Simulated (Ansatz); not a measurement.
# BrH6N3Si: how energies converge with the basis set

Aim: see how fast density functionals converge with the basis set for BrH6N3Si.

Computed with Ansatz 0.2.0, Gaussian basis. Level: one geometry, several basis sets.

Plan: PBE0-D4/def2-SVP; ωB97M-V/def2-SVP; PBE0-D4/def2-QZVPP; ωB97M-V/def2-QZVPP; the functionals' def2-TZVPP values are taken from earlier runs.

## (1) Structure used throughout

The geometry comes from an earlier relaxation with PBE0-D4 in a triple-zeta def2 set; it is a stationary point, not always the lowest conformer.

SMILES `N[Si](N)(N)Br`, 11 atoms, charge 0, spin multiplicity 1.

Atoms are counted from 1 here; the program's logs count them from 0.

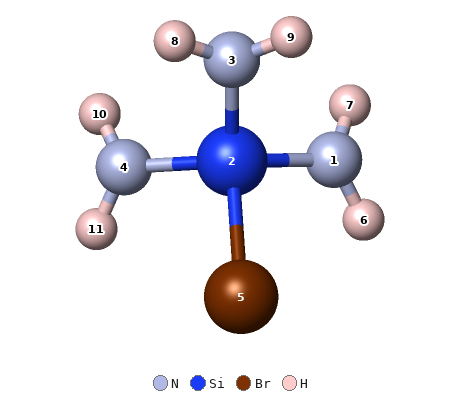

The structure; nitrogen light blue, silicon blue, bromine brown, hydrogen pink; atoms are numbered from 1 in the order of the file.

## (2) PBE0-D4 in def2-SVP

File in.yaml:

```yaml
crystal:
  periodic: [false, false, false]
  atoms:
    - {symbol: N, position_ang: [-1.505754, 0.686837, -0.034138]}
    - {symbol: Si, position_ang: [0.128489, 0.226631, 0.113416]}
    - {symbol: N, position_ang: [0.121690, -1.125459, 1.138308]}
    - {symbol: N, position_ang: [1.115160, -0.213752, -1.204459]}
    - {symbol: Br, position_ang: [1.103759, 2.116433, 0.843724]}
    - {symbol: H, position_ang: [-1.753923, 1.633031, -0.267291]}
    - {symbol: H, position_ang: [-2.199258, 0.022395, -0.337161]}
    - {symbol: H, position_ang: [0.972079, -1.641462, 1.292154]}
    - {symbol: H, position_ang: [-0.483929, -1.141481, 1.942085]}
    - {symbol: H, position_ang: [0.923066, -1.050842, -1.730412]}
    - {symbol: H, position_ang: [1.578632, 0.487659, -1.756227]}
basis:
  gaussian: {orbitals: def2-SVP}
hamiltonian: {xc: pbe0, dispersion: d4}
output: {orbitals: {seedname: orbitals}}
```

On the command line:

```
ansatz run in.yaml --threads 4 --pin off --events-out ev --progress --plain --max-ram 11315MiB
```

Standard output:

```text
Functional definition: PBE0
  name "PBE0"
  cite "Adamo & Barone, J. Chem. Phys. 110, 6158 (1999) doi:10.1063/1.478522"
  cite "Perdew, Burke & Ernzerhof, Phys. Rev. Lett. 77, 3865 (1996) doi:10.1103/PhysRevLett.77.3865"
  parent pbe
  parameter a = 0.25
  parameter kappa = 0.804
  parameter beta = 0.06672455060314922
  exchange = (1 - a)*pbe_x(kappa = kappa, mu = beta*pi^2/3) + a*exact_x
  correlation = pbe_c(beta = beta)
1215 factors; integrals over basis functions are off by at most 1.0e-3 eV
mean field evaluation 1: about -82452.1157 eV, gradient 8.1e1 eV
mean field evaluation 2: about -82443.3274 eV, gradient 1.0e2 eV
mean field evaluation 4: about -82464.6709 eV, gradient 3.6e0 eV
mean field evaluation 8: about -82464.8185 eV, gradient 2.6e-1 eV
mean field evaluation 16: about -82464.8186 eV, gradient 1.7e-5 eV
mean field -82464.81862162 eV, -3030.5261876829 hartree, gradient 2.6e-5 eV, S^2 0.000000; 0 other end points of the search recorded, 0 dependent functions left out
reference -82464.81864916 eV, -3030.5261886949 hartree; 38, 38 occupied and 84, 84 virtual orbitals, 1215 factors
Total energy: -82465.06709897 eV, -3030.5353190570 hartree
```

It took 1.6 s on 4 threads of Arm Neoverse V2, shared host; peak memory 0.29 GiB.

## (3) ωB97M-V in def2-SVP

Changes to in.yaml since step 2:

```diff
@@ -16,3 +16,3 @@
   gaussian: {orbitals: def2-SVP}
-hamiltonian: {xc: pbe0, dispersion: d4}
+hamiltonian: {xc: {name: wB97M-V}}
 output: {orbitals: {seedname: orbitals}}
```

Same command.

Standard output, shortened:

```text
Functional definition: wB97M-V
  name "wB97M-V"
  cite "Mardirossian & Head-Gordon, J. Chem. Phys. 144, 214110 (2016) doi:10.1063/1.4952647"
  cite "Becke, J. Chem. Phys. 107, 8554 (1997) doi:10.1063/1.475007"
  cite "Vydrov & Van Voorhis, J. Chem. Phys. 133, 244103 (2010) doi:10.1063/1.3521275"
  # Of w^i u^j: cxij and so on, Table III.
[...]
  gx(w, u) = 1 - cx + cx01*u + cx10*w
  gss(w, u) = css00 + css04*u^4 + css10*w + css20*w^2 + css43*w^4*u^3
  gos(w, u) = cos00 + cos10*w + (cos20 + cos21*u)*w^2 + (cos60 + cos61*u)*w^6
[...]
      + integral(e_c_pw_mod_opposite_spin*gos(b97_w_opposite, b97_u_opposite)) + vv10(b, c)
1215 factors; integrals over basis functions are off by at most 1.0e-3 eV
331 factors; integrals over basis functions are off by at most 6.3e-6 eV
[...]
mean field -82475.20426126 eV, -3030.9078528999 hartree, gradient 2.0e-5 eV, S^2 0.000000; 0 other end points of the search recorded, 0 dependent functions left out
reference -82475.20430263 eV, -3030.9078544203 hartree; 38, 38 occupied and 84, 84 virtual orbitals, 1215 factors
Total energy: -82475.20430263 eV, -3030.9078544203 hartree
```

It took 6 s on 4 threads of Arm Neoverse V2, shared host; peak memory 0.42 GiB.

## (4) PBE0-D4 in def2-QZVPP

Changes to in.yaml since step 3:

```diff
@@ -15,4 +15,4 @@
 basis:
-  gaussian: {orbitals: def2-SVP}
-hamiltonian: {xc: {name: wB97M-V}}
+  gaussian: {orbitals: "def2-QZVPP.json"}
+hamiltonian: {xc: pbe0, dispersion: d4}
 output: {orbitals: {seedname: orbitals}}
```

Same command.

Standard output:

```text
Functional definition: PBE0
  name "PBE0"
  cite "Adamo & Barone, J. Chem. Phys. 110, 6158 (1999) doi:10.1063/1.478522"
  cite "Perdew, Burke & Ernzerhof, Phys. Rev. Lett. 77, 3865 (1996) doi:10.1103/PhysRevLett.77.3865"
  parent pbe
  parameter a = 0.25
  parameter kappa = 0.804
  parameter beta = 0.06672455060314922
  exchange = (1 - a)*pbe_x(kappa = kappa, mu = beta*pi^2/3) + a*exact_x
  correlation = pbe_c(beta = beta)
1833 factors; their error is unknown
mean field evaluation 1: about -82466.4600 eV, gradient 9.8e1 eV
mean field evaluation 2: about -82446.2520 eV, gradient 1.3e2 eV
mean field evaluation 4: about -82483.7387 eV, gradient 6.8e0 eV
mean field evaluation 8: about -82483.8185 eV, gradient 1.5e-1 eV
mean field evaluation 16: about -82484.0062 eV, gradient 9.0e-5 eV
mean field -82484.00615026 eV, -3031.2313163544 hartree, gradient 9.0e-5 eV, S^2 0.000000; 0 other end points of the search recorded, 0 dependent functions left out
reference -82484.00618495 eV, -3031.2313176296 hartree; 38, 38 occupied and 472, 472 virtual orbitals, 1833 factors
Total energy: -82484.25463476 eV, -3031.2404479916 hartree
```

Run time: 12 s. Hardware: 4 threads of Arm Neoverse V2, shared host; peak memory 2.3 GiB.

## (5) ωB97M-V in def2-QZVPP

Changes to in.yaml since step 4:

```diff
@@ -16,3 +16,3 @@
   gaussian: {orbitals: "def2-QZVPP.json"}
-hamiltonian: {xc: pbe0, dispersion: d4}
+hamiltonian: {xc: {name: wB97M-V}}
 output: {orbitals: {seedname: orbitals}}
```

Launched as before.

Standard output, shortened:

```text
Functional definition: wB97M-V
  name "wB97M-V"
  cite "Mardirossian & Head-Gordon, J. Chem. Phys. 144, 214110 (2016) doi:10.1063/1.4952647"
  cite "Becke, J. Chem. Phys. 107, 8554 (1997) doi:10.1063/1.475007"
  cite "Vydrov & Van Voorhis, J. Chem. Phys. 133, 244103 (2010) doi:10.1063/1.3521275"
  # Of w^i u^j: cxij and so on, Table III.
[...]
  gx(w, u) = 1 - cx + cx01*u + cx10*w
  gss(w, u) = css00 + css04*u^4 + css10*w + css20*w^2 + css43*w^4*u^3
  gos(w, u) = cos00 + cos10*w + (cos20 + cos21*u)*w^2 + (cos60 + cos61*u)*w^6
[...]
      + integral(e_c_pw_mod_opposite_spin*gos(b97_w_opposite, b97_u_opposite)) + vv10(b, c)
1782 factors; their error is unknown
389 factors; integrals over basis functions are off by at most 1.9e-5 eV
[...]
mean field -82494.45491399 eV, -3031.6153013393 hartree, gradient 2.1e-5 eV, S^2 0.000000; 0 other end points of the search recorded, 0 dependent functions left out
reference -82494.45496949 eV, -3031.6153033788 hartree; 38, 38 occupied and 472, 472 virtual orbitals, 1782 factors
Total energy: -82494.45496949 eV, -3031.6153033788 hartree
```

It took 26 s on 4 threads of Arm Neoverse V2, shared host; peak memory 2.7 GiB.

## (6) Functionals by basis

The def2-TZVPP values come from earlier runs at the same geometry.

```csv
functional,basis,functions,energy (eV),from the largest (eV),HOMO (eV),LUMO (eV)
PBE0-D4,def2-SVP,122,-82465.0671,19.188,-6.88,1.46
PBE0-D4,def2-TZVPP,267,-82482.2511,2.004,-7.18,0.69
PBE0-D4,def2-QZVPP,510,-82484.2546,0.000,-7.23,0.28
ωB97M-V,def2-SVP,122,-82475.2043,19.251,-9.25,3.08
ωB97M-V,def2-TZVPP,267,-82492.5407,1.914,-9.55,2.08
ωB97M-V,def2-QZVPP,510,-82494.4550,0.000,-9.60,1.45
```

## (7) Outcome

```
                                       quantity           value
PBE0-D4: double and triple zeta above quadruple  19.19, 2.00 eV
ωB97M-V: double and triple zeta above quadruple  19.25, 1.91 eV
```

PBE0-D4 gains 17.18 eV from double to triple zeta, then 2.00 eV more. These are total energies; as a rule much of such shifts cancels in differences, which this series doesn't test. The LUMO of ωB97M-V is positive and keeps falling with the basis (3.08 to 1.45 eV): an unbound level that the basis holds in place.

For PBE0-D4 the largest set took about 7 times as long as the smallest (12 s against 1.6 s).
